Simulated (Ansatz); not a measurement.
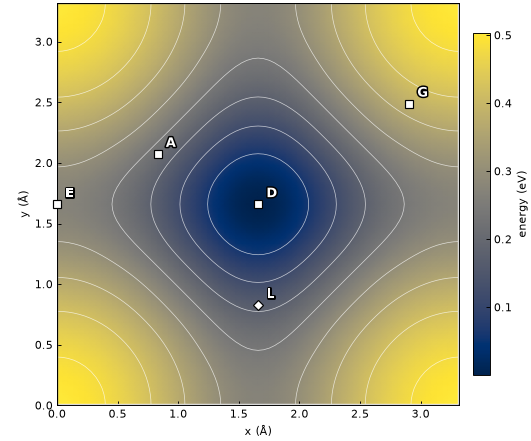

Li on a Ta(100) slab cut from the Im-3m phase, its upper half relaxed before the scan (16 atoms of substrate and one adsorbate in a 2 × 2 cell). Li is moved over the surface cell; relaxed at each place: the height of the adsorbate's atoms; substrate rigid; the origin of the map has the adsorbate above Ta13. Places are given modulo a cell vector. The map is drawn in real space over the plane of the surface. The scan uses an 8 × 8 grid; 15 points were computed and 49 follow by symmetry. Places are given in fractions of the 1 × 1 surface cell. Energies are in eV, from the lowest grid point. Method: DFT PBE, scalar-relativistic, plane waves, PAW (Ansatz). Settings: cutoff 420 eV, k-mesh 4×4×1, gaussian smearing 0.1 eV, no spin polarisation.

In the figure: a smooth colour map with a few white contour lines, the outline of one cell of the plane, lettered points. Between grid points the surface is interpolated.

### Is G the lowest point of the computed grid?

No. G lies 0.384 eV above the lowest grid point, which is at a fourfold hollow over a second-layer Ta atom, (4/8, 4/8) of the cell vectors.

### What kind of point is each of A, D, E, G: minimum, saddle, maximum or slope?

A: on a slope; D: minimum; E: saddle point; G: on a slope. (In these two coordinates alone; a stationary point may lie a little off the grid point.)

### Rank the lettered points by energy, lowest first.

D (0.000 eV), L (0.167 eV), A (0.218 eV), E (0.273 eV), G (0.384 eV).

PAW datasets: the set soft_1.
